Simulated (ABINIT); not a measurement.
# SiC (F-43m): G0W0 with ABINIT, start to end

How does a plane-wave GW calculation on SiC (F-43m) run from the first input to the gap?

Method: PBE and many-body steps on it, plane waves, in ABINIT 10.8.3.

**What was measured.**

- Gap 2.4 eV: Tauc optical (indirect) gap of annealed polycrystalline 3C-SiC; UV-VIS spectroscopic ellipsometry, Tauc analysis; film (CVD ultrathin polycrystalline film, annealed, about 5 nm grains) (“On-Demand CMOS-Compatible Fabrication of Ultrathin Self-Aligned SiC Nanowire Arrays”, 2018, pmc:6267454).

- Gap 2.39 eV: band gap at cryogenic temperature; bulk crystal (literature value) (quoted in “Silicon carbide diodes for neutron detection”, 2020, arxiv:2009.14696).

This is a report of a sequence of runs, with most program output left out.

## (1) Starting point

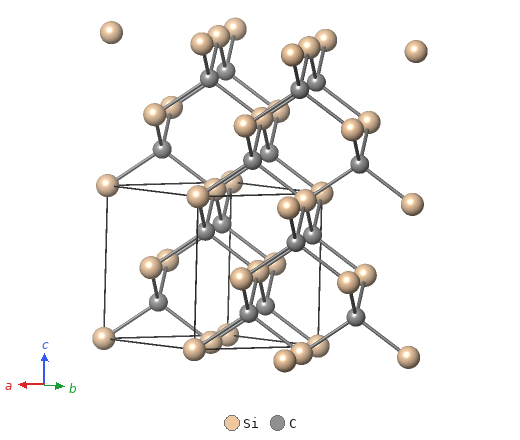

The cell as given, from a free direction (silicon light orange, carbon grey). 1×2×2 cells are drawn. This picture shows the conventional cell, with its axes. Bonds to atoms that aren't drawn are left out. Some periodic images of atoms are drawn too.

The cell and positions come from the Crystallography Open Database and are kept as given unless a step says otherwise.

## (2) Ground state

This step: ABINIT 10.8.3; DFT, PBE, plane waves, norm-conserving pseudopotentials.

The ground-state density comes first.

File run.abi:

```
acell 3*1.0 Angstrom
rprim 
  -0.000000000000 2.179000000000 2.179000000000
  2.179000000000 -0.000000000000 2.179000000000
  2.179000000000 2.179000000000 -0.000000000000
ntypat 2
znucl 14 6
natom 2
typat 1 2
xred 
  0.000000000000 0.000000000000 0.000000000000
  0.250000000000 0.250000000000 0.250000000000
pp_dirpath "pseudos"
pseudos "Si.upf, C.upf"
ecut 37
ngkpt 8 8 8
nshiftk 1
shiftk 0 0 0
kptopt 1
chksymbreak 0
nband 9
occopt 1
tolvrs 1e-10
nstep 60
prtwf 0
optforces 0
optstress 0
indata_prefix "in"
outdata_prefix "out"
tmpdata_prefix "tmp"
```

The run is started by

```sh
$ OMP_NUM_THREADS=1 mpirun -n 8 abinit run.abi > log
```

Elapsed: 3.2 s, on 8 MPI ranks of Arm Neoverse V1, shared host; peak memory 0.47 GiB.

Numbers from this step:

- total energy: -279.4551 eV
- gap: 1.361 eV
- k of the valence top: 0, 0, 0
- k of the conduction bottom: 0.5, 0.5, 0
- least direct gap: 4.553 eV

The gap is indirect, with the least direct gap 3.19 eV higher.

## (3) Bands along the symmetry lines

The cheap functional maps the bands first; the places of the edges decide which points the dearer methods must see.

File run.abi:

```
acell 3*1.0 Angstrom
rprim 
  -0.000000000000 2.179000000000 2.179000000000
  2.179000000000 -0.000000000000 2.179000000000
  2.179000000000 2.179000000000 -0.000000000000
ntypat 2
znucl 14 6
natom 2
typat 1 2
xred 
  0.000000000000 0.000000000000 0.000000000000
  0.250000000000 0.250000000000 0.250000000000
pp_dirpath "pseudos"
pseudos "Si.upf, C.upf"
ecut 37
iscf -2
irdden 1
kptopt 0
nkpt 50
kpt 
  0.00000000 0.00000000 0.00000000
  -0.06250000 -0.06250000 0.00000000
  -0.12500000 -0.12500000 0.00000000
  -0.18750000 -0.18750000 0.00000000
  -0.25000000 -0.25000000 0.00000000
  -0.31250000 -0.31250000 0.00000000
  -0.37500000 -0.37500000 0.00000000
  -0.43750000 -0.43750000 0.00000000
  -0.50000000 -0.50000000 0.00000000
  -0.48437500 -0.48437500 0.03125000
  -0.46875000 -0.46875000 0.06250000
  -0.45312500 -0.45312500 0.09375000
  -0.43750000 -0.43750000 0.12500000
  -0.42187500 -0.42187500 0.15625000
  -0.40625000 -0.40625000 0.18750000
  -0.39062500 -0.39062500 0.21875000
  -0.37500000 -0.37500000 0.25000000
  -0.37500000 0.00000000 0.37500000
  -0.32812500 0.00000000 0.32812500
  -0.28125000 0.00000000 0.28125000
  -0.23437500 0.00000000 0.23437500
  -0.18750000 0.00000000 0.18750000
  -0.14062500 0.00000000 0.14062500
  -0.09375000 0.00000000 0.09375000
  -0.04687500 0.00000000 0.04687500
  0.00000000 0.00000000 0.00000000
  0.00000000 0.00000000 0.06250000
  0.00000000 0.00000000 0.12500000
  0.00000000 0.00000000 0.18750000
  0.00000000 0.00000000 0.25000000
  0.00000000 0.00000000 0.31250000
  0.00000000 0.00000000 0.37500000
  0.00000000 0.00000000 0.43750000
  0.00000000 0.00000000 0.50000000
  -0.06250000 -0.03125000 0.46875000
  -0.12500000 -0.06250000 0.43750000
  -0.18750000 -0.09375000 0.40625000
  -0.25000000 -0.12500000 0.37500000
  -0.31250000 -0.15625000 0.34375000
  -0.37500000 -0.18750000 0.31250000
  -0.43750000 -0.21875000 0.28125000
  -0.50000000 -0.25000000 0.25000000
  -0.50000000 -0.28125000 0.21875000
  -0.50000000 -0.31250000 0.18750000
  -0.50000000 -0.34375000 0.15625000
  -0.50000000 -0.37500000 0.12500000
  -0.50000000 -0.40625000 0.09375000
  -0.50000000 -0.43750000 0.06250000
  -0.50000000 -0.46875000 0.03125000
  -0.50000000 -0.50000000 0.00000000
istwfk *1
nband 11
nbdbuf 2
tolwfr 1e-08
nstep 40
prtwf 0
prtvol 0
indata_prefix "in"
outdata_prefix "out"
tmpdata_prefix "tmp"
```

It took 2.9 s on 8 MPI ranks; peak memory 0.07 GiB.

This step gave:

| Quantity | Value |
| --- | --- |
| gap | 1.361 eV |
| k of the valence top | 0, 0, 0 |
| k of the conduction bottom | -0.5, -0.5, 0 |
| least direct gap | 4.553 eV |

The gap is 1.361 eV, as in the run before at this level.

Electronic bands along the path, in eV, zero at the top of the highest filled band; v1 is the highest filled band, c1 the lowest empty one:

```
    point      v4     v3     v2     v1    c1    c2     c3     c4
        Γ  -15.41   0.00   0.00   0.00  6.22  7.31   7.31   7.31
        X  -10.39  -7.80  -3.19  -3.19  1.36  4.33  14.00  14.00
        U  -10.39  -7.28  -5.55  -2.60  3.11  7.78  11.84  12.45
jump to K  -10.39  -7.28  -5.55  -2.60  3.11  7.78  11.84  12.45
        Γ  -15.41   0.00   0.00   0.00  6.22  7.31   7.31   7.31
        L  -11.84  -8.54  -1.05  -1.05  5.43  7.23   7.23  10.05
        W  -10.16  -7.03  -4.99  -4.69  5.21  9.44   9.45   9.79
        X  -10.39  -7.80  -3.19  -3.19  1.36  4.33  14.00  14.00
```

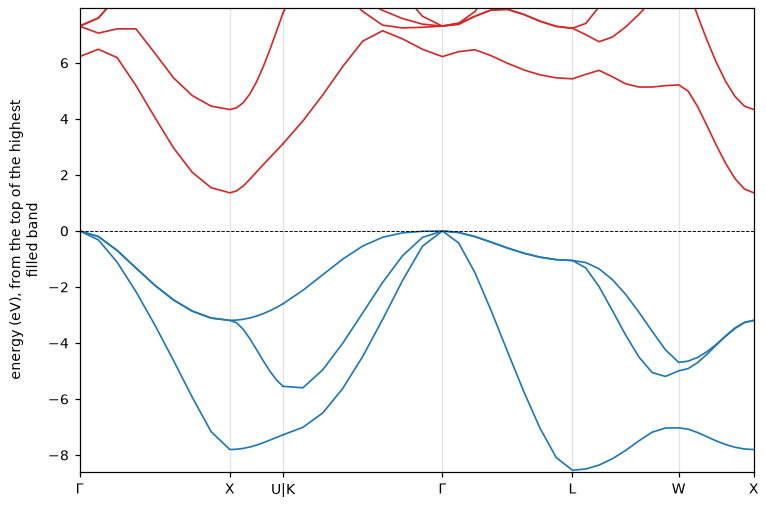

Electronic bands along the path; lines of filled and empty bands in two colours.

## (4) Empty states on the mesh, 6×6×6 mesh, 107 bands

The sums over transitions need many empty states on a uniform mesh; this step solves for them.

File run.abi:

```
acell 3*1.0 Angstrom
rprim 
  -0.000000000000 2.179000000000 2.179000000000
  2.179000000000 -0.000000000000 2.179000000000
  2.179000000000 2.179000000000 -0.000000000000
ntypat 2
znucl 14 6
natom 2
typat 1 2
xred 
  0.000000000000 0.000000000000 0.000000000000
  0.250000000000 0.250000000000 0.250000000000
pp_dirpath "pseudos"
pseudos "Si.upf, C.upf"
ecut 37
ngkpt 6 6 6
nshiftk 1
shiftk 0 0 0
kptopt 1
chksymbreak 0
irdden 1
istwfk *1
nband 107
prtvol 0
optdriver 6
gwr_task "HDIAGO"
paral_kgb 0
occopt 1
indata_prefix "in"
outdata_prefix "out"
tmpdata_prefix "tmp"
```

It took 8.2 s on 8 MPI ranks; peak memory 1.5 GiB; 65 s of CPU time.

This step gave:

- gap: 1.361 eV
- k of the valence top: 0, 0, 0
- k of the conduction bottom: 0.5, 0.5, 0
- least direct gap: 4.553 eV
- k points computed: 16
- lowest point of the top converged band, above the valence top: 141.1380 eV

On this mesh the gap is 1.361 eV.

## (5) Screening, 6×6×6 mesh, 99 bands, screening to 217.7 eV

The RPA dielectric matrix is built and inverted for each q.

This step: RPA screening on PBE, plane waves, norm-conserving pseudopotentials.

Edit run.abi of step 4 so:

```diff
@@ -20,10 +20,11 @@
 chksymbreak 0
-irdden 1
 istwfk *1
-nband 107
-prtvol 0
-optdriver 6
-gwr_task "HDIAGO"
-paral_kgb 0
 occopt 1
+irdwfk 1
+optdriver 3
+nband 99
+ecuteps 8
+inclvkb 2
+awtr 1
+symchi 1
 indata_prefix "in"
```

The job ended after 22 s (8 MPI ranks; peak memory 1.1 GiB).

This step gave:

* ε∞ with local fields, on this mesh, along the program's q direction: 7.082
* the same without local fields: 7.743
* plasma frequency: 23.09 eV
* plane waves in the screening matrix: 169

Local fields lower ε∞ by 9 %.

## (6) Self-energy, 6×6×6 mesh, 99 bands, screening to 217.7 eV

The self-energy is evaluated for the states that the input lists, and the levels follow from it, in one-shot runs by the linearised quasiparticle equation.

This step: G0W0 on PBE, plane waves, norm-conserving pseudopotentials.

Edit run.abi of step 5 so:

```diff
@@ -23,8 +23,17 @@
 irdwfk 1
-optdriver 3
+optdriver 4
 nband 99
+gwcalctyp 0
+ecutsigx 37
+symsigma 1
+nkptgw 2
+kptgw 
+  0.0000000000 0.0000000000 0.0000000000
+  0.5000000000 0.5000000000 0.0000000000
+bdgw 
+  2 8
+  3 6
 ecuteps 8
-inclvkb 2
-awtr 1
-symchi 1
+irdscr 1
+ppmodel 1
 indata_prefix "in"
```

It took 6.7 s on 8 MPI ranks; peak memory 1.2 GiB; 53 s of CPU time.

This step gave:

```yaml
g0w0_gap_on_the_points_computed: 2.086 eV
starting_gap_on_the_mesh: 1.361 eV
k_of_the_valence_top: 0, 0, 0
k_of_the_conduction_bottom: 0.5, 0.5, 0
z_at_the_valence_top: 0.792
z_at_the_conduction_bottom: 0.82
least_direct_g0w0_gap_on_the_computed_points: 5.586 eV
```

The gap on the mesh goes from 1.36 eV to 2.09 eV, a correction of +0.72 eV.

Limits: finite bands, cutoff and mesh. v1 is the top filled band, c1 the lowest empty one. Levels before and after the correction, in eV, zero at the valence-band top of each column:

```
           conduction bottom  valence top
Kohn-Sham               1.36         0.00
     G0W0               2.09         0.00
```

```
                       level  energy (eV)
Kohn-Sham            Γ v3-v1        0.000
Kohn-Sham               Γ c1        6.223
Kohn-Sham            Γ c2-c4        7.311
Kohn-Sham  (0.5 0.5 0) v2-v1       -3.192
Kohn-Sham     (0.5 0.5 0) c1        1.361
Kohn-Sham     (0.5 0.5 0) c2        4.333
     G0W0            Γ v3-v1        0.000
     G0W0               Γ c1        7.132
     G0W0            Γ c2-c4        8.199
     G0W0  (0.5 0.5 0) v2-v1       -3.500
     G0W0     (0.5 0.5 0) c1        2.086
     G0W0     (0.5 0.5 0) c2        5.229
```

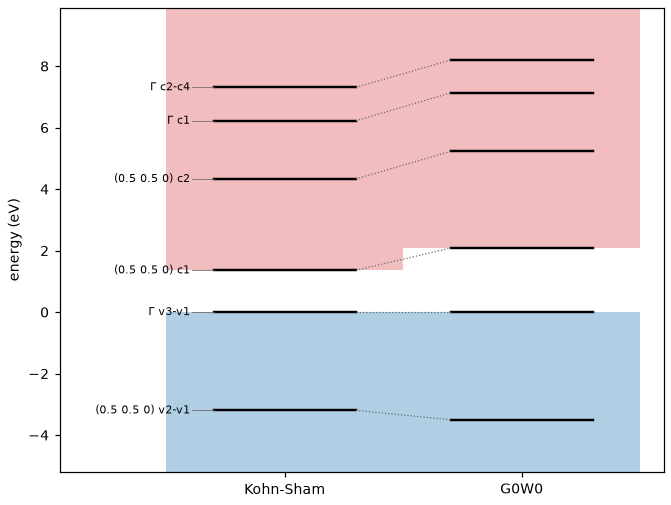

Levels before and after the correction. Shaded: valence and conduction bands.

## (7) Where the time went

Times are wall times on 8 MPI ranks of Arm Neoverse V1, shared host, good to a factor of about two.

```
                          step   time  share  memory (GiB)
                  ground state  3.2 s    7 %          0.47
bands along the symmetry lines  2.9 s    7 %          0.07
      empty states on the mesh  8.2 s   19 %           1.5
                     screening   22 s   51 %           1.1
                   self-energy  6.7 s   16 %           1.2
```

## (8) What came out

```
PBE gap              : 1.36 eV, indirect
G0W0 gap on the mesh : 2.09 eV
GW settings          : 6×6×6 mesh, 99 bands, screening to 217.7 eV, Godby-Needs plasmon pole
known limits         : not at the basis limit
```

**Reading.** G0W0 moves the gap on the mesh from 1.36 eV to 2.09 eV (+0.72 eV), with Z of 0.79 and 0.82 at the edges. Local fields lower the RPA ε∞ on this mesh from 7.74 to 7.08. Only 2 of the mesh's irreducible points were corrected, so a valley elsewhere could overtake. The dearest step here is «screening». Against experiment, by G0W0@PBE: the gap of 2.09 eV lies −0.31 eV from the measured 2.4 eV (indirect, 2018); the gap of 2.09 eV lies −0.30 eV from the measured 2.39 eV (kind not stated, quoted 2020). The calculation has static nuclei and no excitons; a measured gap holds zero-point and thermal motion, which mostly lowers it. Against the values above the computed gap that would widen the miss. A likelier cause is too strong a screening: the start's gap is only 1.36 eV, and one shot does not repair that. Bands and cutoff are finite, so the gap is not at the basis limit. The miss can reach some tenths of an eV and take either sign; the mesh is an error of its own. In the G0W0 run levels were corrected at 2 k points alone, so a gap called «on the mesh» is the least over those, and an edge elsewhere would be missed.

[Paths, hosts, dates, memory and timing lines, banners, echoed tables and standing remarks are left out of the program output.]

[Logs are printed without paths, hosts, clocks, repeated set-up lines and the standing remarks that a program may print on its own settings, such as how far it seeks lower states.]

[Runs of the session that timed out or met a known fault of the program may be left out.]

[No measured gap is set beside runs whose start may be inverted or whose files or cutoffs have a known fault.]

[Hosts, paths, dates, database ids (printed as entryN), source tags and the programs' standing remarks are cut or masked in the printed files.]

[G0W0 gaps are taken among the corrected bands and points alone; a level outside them can change the order at an edge.]

[Where Ansatz stands beside ABINIT at settings called matched, ABINIT's density can come from a denser mesh and the files from another edition; pairs whose starting gaps differed by over 0.03 eV were left out, so agreement reads better than it is.]
